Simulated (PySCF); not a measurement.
**Two runs on C3H3F2O**

System: C3H3F2O, charge +1, SMILES [O+]#CCC(F)F.
Method of run A: GIAO WP04/pcSseg-2 NMR shielding, non-relativistic, gas phase (PySCF 2.14.0).

The geometry comes from this level: PBE0-D3(BJ)/def2-SVP. Text and figures count atoms from 1; the logs count them from 0 in places.

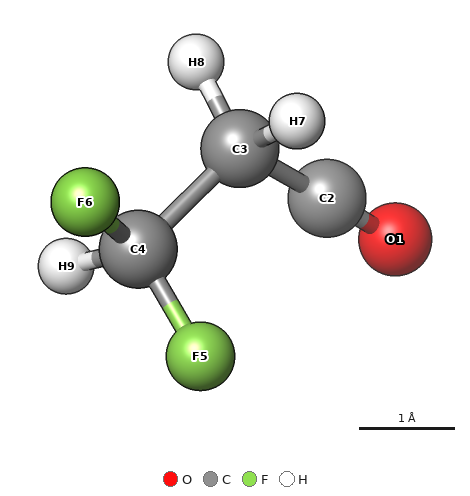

Figure 1. The structure as given in the input (ball-and-stick view, seen at a tilt; atoms are numbered from 1 in the order of the input).

Input, run A:
```
{"job": {"kind": "nmr", "xc": "WP04", "basis": "pcSseg-2", "pop": false}, "charge": 1, "multiplicity": 1}
O      2.510623    -0.563302    -0.046908
C      1.521384    -0.046046    -0.059229
C      0.250242     0.589415    -0.059241
C     -0.940318    -0.437924    -0.021423
F     -0.656794    -1.333827     0.923899
F     -2.010779     0.262186     0.301197
H      0.207799     1.202368     0.865209
H      0.197587     1.265944    -0.934051
H     -1.081615    -0.939470    -0.993698
```

The first line tells a small driver script what to run in PySCF; the rest is the geometry in Å.

Hardware: 1 CPU thread, shared host.

Output (run A):
```
coarse grid: 8376 points
cycle   1  E = -398.0772895464  dE =  1.459e+00  |g| = 1.398e+00  |ddm| = 2.110e+00
cycle   2  E = -396.4672035588  dE =  1.610e+00  |g| = 3.257e+00  |ddm| = 1.981e+00
cycle   3  E = -398.3361926662  dE = -1.869e+00  |g| = 5.494e-01  |ddm| = 1.538e+00
cycle   4  E = -398.3871843309  dE = -5.099e-02  |g| = 1.808e-01  |ddm| = 2.918e-01
cycle   5  E = -398.3918714144  dE = -4.687e-03  |g| = 4.021e-02  |ddm| = 7.892e-02
cycle   6  E = -398.3921994614  dE = -3.280e-04  |g| = 1.115e-02  |ddm| = 2.977e-02
cycle   7  E = -398.3922223186  dE = -2.286e-05  |g| = 2.776e-03  |ddm| = 7.932e-03
cycle   8  E = -398.3922236389  dE = -1.320e-06  |g| = 9.796e-04  |ddm| = 1.635e-03
final grid: 84160 points
cycle   9  E = -398.3877310337  dE = -1.126e-04  |g| = 9.279e-03  |ddm| = 4.586e-02
cycle  10  E = -398.3876498729  dE =  8.116e-05  |g| = 2.309e-02  |ddm| = 1.318e-02
cycle  11  E = -398.3877460941  dE = -9.622e-05  |g| = 2.509e-03  |ddm| = 9.219e-03
cycle  12  E = -398.3877471935  dE = -1.099e-06  |g| = 6.885e-04  |ddm| = 1.491e-03
cycle  13  E = -398.3877472619  dE = -6.841e-08  |g| = 2.412e-04  |ddm| = 4.219e-04
cycle  14  E = -398.3877472709  dE = -9.029e-09  |g| = 4.934e-05  |ddm| = 1.379e-04
cycle  15  E = -398.3877472714  dE = -4.478e-10  |g| = 1.713e-05  |ddm| = 3.615e-05
converged SCF energy = -398.3877472714

GIAO shielding tensors (ppm)
atom      isotropic    diamagn.    paramagn.     s11        s22        s33       span
  0 O      -42.257     387.967    -430.224   -239.559   -232.278    345.066    584.625
  1 C       13.391     265.009    -251.618   -116.471   -110.353    266.998    383.469
  2 C      148.179     248.636    -100.457    120.225    149.918    174.396     54.171
  3 C       52.618     238.488    -185.870     33.224     53.617     71.013     37.790
  4 F      274.372     470.448    -196.076    177.978    306.317    338.821    160.843
  5 F      267.510     467.405    -199.895    189.526    286.502    326.501    136.975
  6 H       26.853      27.172      -0.319     23.454     26.077     31.027      7.572
  7 H       27.148      26.845       0.303     23.071     25.692     32.682      9.611
  8 H       24.799      27.254      -2.454     22.922     23.495     27.981      5.059
```

The input of run B differs as follows (lines with − go, lines with + come):
```diff
-"xc": "WP04"
+"xc": "B97-2"
```

How does run B compare with run A?

The total energies belong to different methods, so their difference says nothing on which is more stable or more accurate. The HOMO goes from −17.11 to −15.48 eV. The LUMO goes from −11.13 to −8.60 eV. Of all shieldings, the largest change is that of C4, by +16.0 ppm. The functional changes from WP04 to B97-2. Exact exchange removes part of the self-interaction error of semilocal functionals, which pushes filled and empty levels apart. The SCF takes 14 iterations against 15.

Output (run B):
```
coarse grid: 8376 points
cycle   1  E = -390.5499708402  dE =  1.386e+00  |g| = 1.017e+00  |ddm| = 2.125e+00
cycle   2  E = -389.8411970651  dE =  7.088e-01  |g| = 2.252e+00  |ddm| = 1.469e+00
cycle   3  E = -390.7241663912  dE = -8.830e-01  |g| = 3.299e-01  |ddm| = 9.772e-01
cycle   4  E = -390.7421756974  dE = -1.801e-02  |g| = 9.205e-02  |ddm| = 1.684e-01
cycle   5  E = -390.7434140651  dE = -1.238e-03  |g| = 2.230e-02  |ddm| = 3.899e-02
cycle   6  E = -390.7435019724  dE = -8.791e-05  |g| = 5.008e-03  |ddm| = 1.435e-02
cycle   7  E = -390.7435064060  dE = -4.434e-06  |g| = 1.323e-03  |ddm| = 3.415e-03
final grid: 84160 points
cycle   8  E = -390.7375337421  dE = -8.259e-05  |g| = 1.051e-02  |ddm| = 4.918e-02
cycle   9  E = -390.7375042205  dE =  2.952e-05  |g| = 1.696e-02  |ddm| = 1.147e-02
cycle  10  E = -390.7375474444  dE = -4.322e-05  |g| = 3.546e-03  |ddm| = 7.365e-03
cycle  11  E = -390.7375496104  dE = -2.166e-06  |g| = 4.813e-04  |ddm| = 1.490e-03
cycle  12  E = -390.7375496433  dE = -3.289e-08  |g| = 1.653e-04  |ddm| = 2.937e-04
cycle  13  E = -390.7375496492  dE = -5.910e-09  |g| = 3.031e-05  |ddm| = 1.302e-04
cycle  14  E = -390.7375496494  dE = -2.142e-10  |g| = 7.088e-06  |ddm| = 2.420e-05
converged SCF energy = -390.7375496494

GIAO shielding tensors (ppm)
atom      isotropic    diamagn.    paramagn.     s11        s22        s33       span
  0 O      -32.295     390.645    -422.940   -226.118   -218.104    347.337    573.455
  1 C       26.289     265.571    -239.282    -98.515    -92.479    269.862    368.378
  2 C      161.200     250.264     -89.064    134.346    163.447    185.807     51.462
  3 C       68.628     238.247    -169.619     49.232     69.480     87.173     37.941
  4 F      277.830     467.723    -189.892    184.757    300.900    347.834    163.077
  5 F      272.561     464.622    -192.061    197.478    281.751    338.454    140.976
  6 H       26.803      27.137      -0.334     23.245     25.897     31.267      8.022
  7 H       27.048      26.666       0.383     22.741     25.440     32.964     10.223
  8 H       24.569      27.335      -2.766     22.566     23.139     28.003      5.437
```

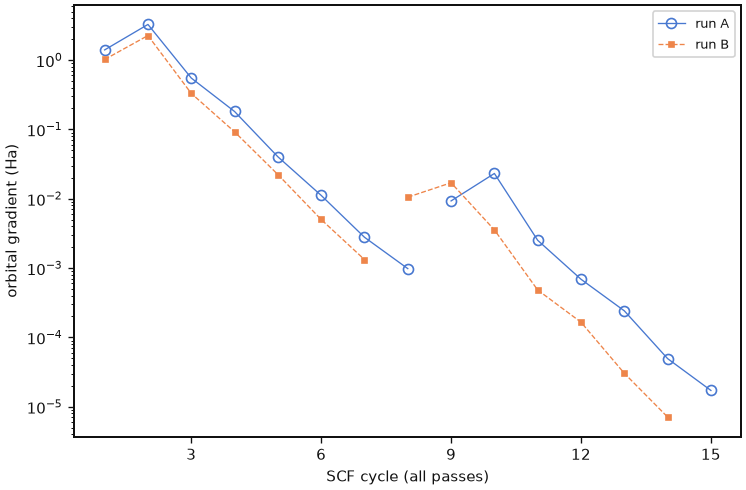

Figure 2. Convergence of the two runs: orbital gradient against the SCF cycle. A break in a curve parts two SCF passes (coarse and final grid). Run A takes 15 cycles in all, and run B takes 14.

The two runs side by side:

| quantity | run A | run B |
| --- | --- | --- |
| outcome | converged | converged |
| total energy (hartree) | −398.387747 | −390.737550 |
| HOMO (eV) | −17.11 | −15.48 |
| LUMO (eV) | −11.13 | −8.60 |
| shielding of O1 (ppm) | −42.3 | −32.3 |
| shielding of C2 (ppm) | 13.4 | 26.3 |
| shielding of C3 (ppm) | 148.2 | 161.2 |
| shielding of C4 (ppm) | 52.6 | 68.6 |
| shielding of F5 (ppm) | 274.4 | 277.8 |
| shielding of F6 (ppm) | 267.5 | 272.6 |
| shielding of H9 (ppm) | 24.8 | 24.6 |
| SCF iterations | 15 | 14 |
| basis functions | 258 | 258 |
| wall time (shared host) | 25 s | 24 s |
